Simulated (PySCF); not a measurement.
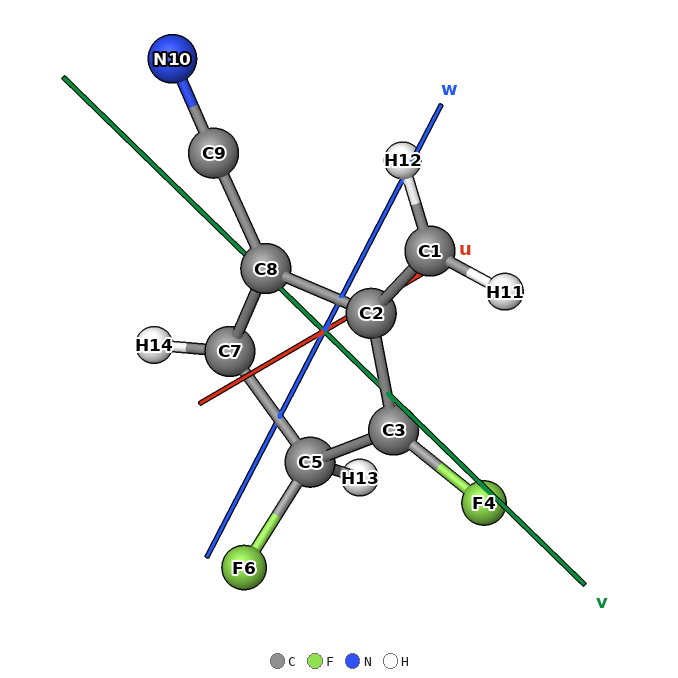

The lines u, v and w are the principal axes of the g tensor. The species is neutral and a spin doublet. Computed geometry: GFN2-xTB optimisation. No frequency run is at hand to confirm it as a minimum. Properties computed with UKS B3LYP, pcH-1 on C F H N, non-relativistic, mean-field spin-orbit, GIAO (PySCF 2.14.0).

### Along which axis does g lie farthest from the free-electron value?

Along w (nearly parallel to the C7–C8 bond): the shift is 1911 ppm.

Give the principal values and shifts.

```tsv
axis	g	shift (ppm)
u	2.00205	−271
v	2.00329	974
w	2.00423	1911
```
